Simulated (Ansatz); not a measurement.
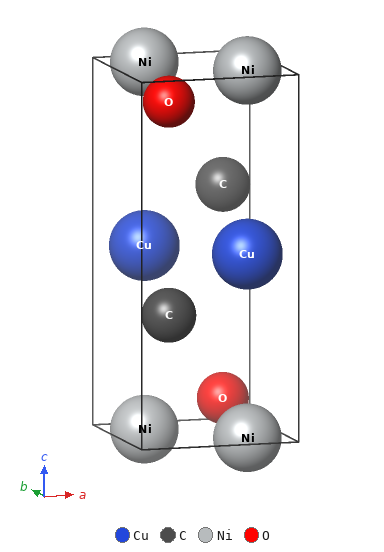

We look at a spheres-only model of the crystal slightly off an axis. The simulation cell is drawn as a box.

```
CELL_PARAMETERS angstrom
3.46636 0.00000 0.00000
0.00000 3.46636 0.00000
0.00000 0.00000 7.84078
ATOMIC_POSITIONS crystal
Cu 0.75000 0.25000 0.50000
Cu 0.25000 0.75000 0.50000
C 0.25000 0.25000 0.34420
C 0.75000 0.75000 0.65580
Ni 0.25000 0.75000 0.00000
Ni 0.75000 0.25000 0.00000
O 0.25000 0.25000 0.92560
O 0.75000 0.75000 0.07440
```

The calculation: DFT, PAW plane waves, PBE+U in Ansatz 0.2.0, with wavefunction cutoff 420 eV, a 7×7×3 k-point grid, Fermi-Dirac smearing of 0.052 eV, U_eff = 5.05 eV on Cu d, U_eff = 6.33 eV on Ni d, collinear spins. The state is antiferromagnetic. The pressure of the cell is 23 GPa.

Q: What does a Bader analysis give?

A: Cu +0.42 e; Ni +1.21 e; C -0.48 e; O -1.15 e.

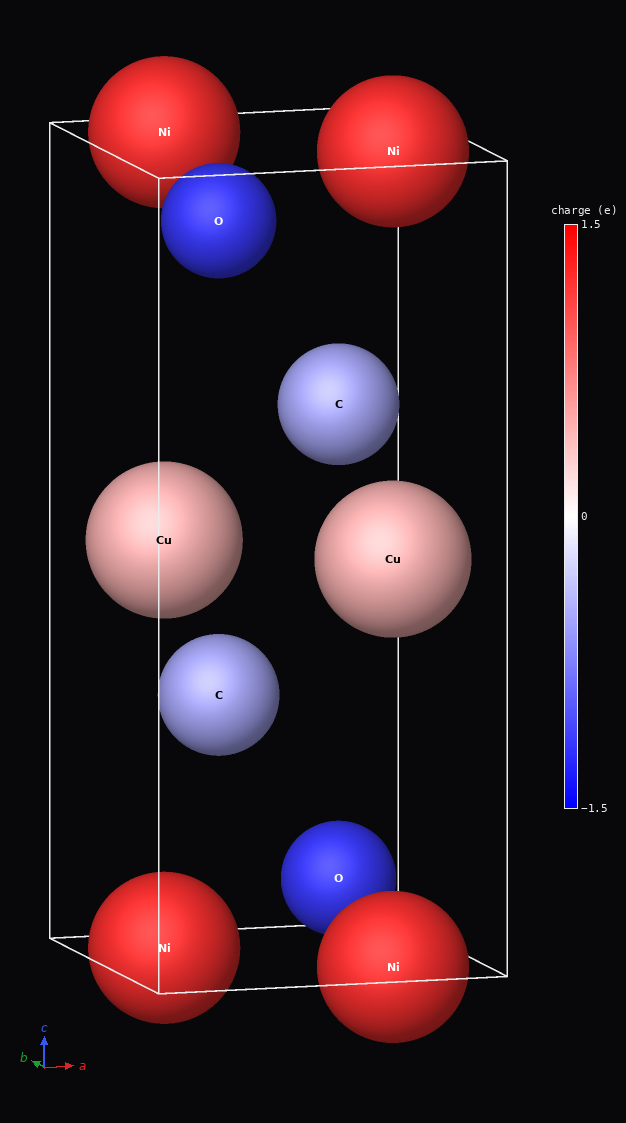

The atoms coloured by those charges.

The structure is a generated cell, made by putting these elements into a known structure type (the compound may or may not exist in this form); no relaxation was done. It was the input of a calculation with Ansatz.

At this level of theory the cell isn't at rest (compressed, at 23 GPa and forces up to 2.3 eV/Å), so its distances can differ from those at equilibrium, the more so the softer the solid, and its magnetic state may change on relaxation.
